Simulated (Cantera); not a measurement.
Feed: 1 mol NiS, a varied amount of H2, held at 1025 °C and 1.10 bar.

Cantera equilibrium calculation (NASA polynomials, part measured and part estimated; ideal gas, pure solids and liquids). Candidate condensed phases: Ni, NiS, NiS2, Ni3S2, Ni3S4, S; 9 gas species. Metal and sulfide melt together well below either melting point, which pure phases cannot show. Mutual solubility and eutectic melting of coexisting phases are not modelled. Equilibrium is a limit: real reactors are often held back by kinetics, nucleation or transport.

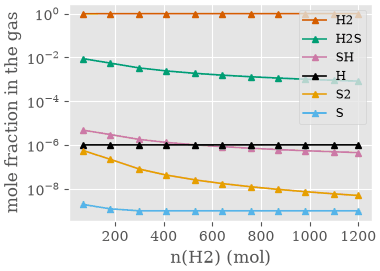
Equilibrium gas composition (values under 1e-9 drawn at 1e-9)

At 69 mol H2 the condensed part is Ni(s) + Ni3S2(l). From 180 mol H2 to 1200 mol H2 the condensed part is Ni(s).
